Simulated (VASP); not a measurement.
Band structure of CaCu2P2 (space group I4/mmm). Level of theory: LDA (Ceperley-Alder, Perdew-Zunger), VASP's LDA PAW potentials (set 64) (plane waves; VASP).

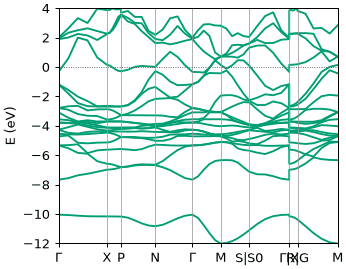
Bands along high-symmetry lines, zero at the valence-band maximum or, without a gap, the Fermi level

### Question
Read the plot: is there a gap, and where are the band edges?

### Answer
It has no gap at this level: it comes out as a metal or semimetal.

The structure comes from a computed database's CaCu2P2 entry (I4/mmm); how it stands against other phases isn't given here. The cell was not relaxed at this level.
